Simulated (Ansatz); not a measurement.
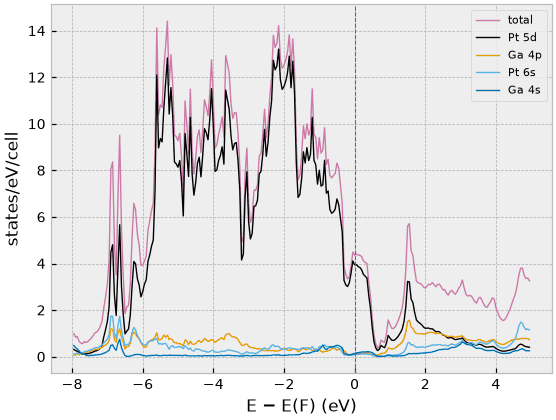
Fig. 1. Total and projected density of states of GaPt₃ in space group I4/mcm (No. 140; Ga on 4b, Pt on 8h, Pt on 4a), plane-wave PAW PBEsol (Ansatz code)

Which orbitals carry the states next to the Fermi level?

Within 0.5 eV of the Fermi level: Pt 5d 85 %. Projections are on Löwdin-orthogonalised atomic valence shells; empty p or d shells of many metals are not among them.

Where is the tallest occupied peak in this window, and what makes it?

Near -5.3 eV, about 14 states/eV per cell; the largest projected share is Pt 5d.

The first step of the workflow began from a Materials Project structure, measured or hypothetical; the Crystallography Open Database copy checked does not list it. COD files the formula under space group No. 127. Whether it is the stable phase at ambient conditions was not checked. Symmetry was held in the PBEsol relaxation; its stability against distortions is not shown here. No spin polarisation was allowed. Scalar-relativistic: spin–orbit coupling is off unless named, which matters more the heavier the elements.

Potentials: the later of the program's two PAW sets.
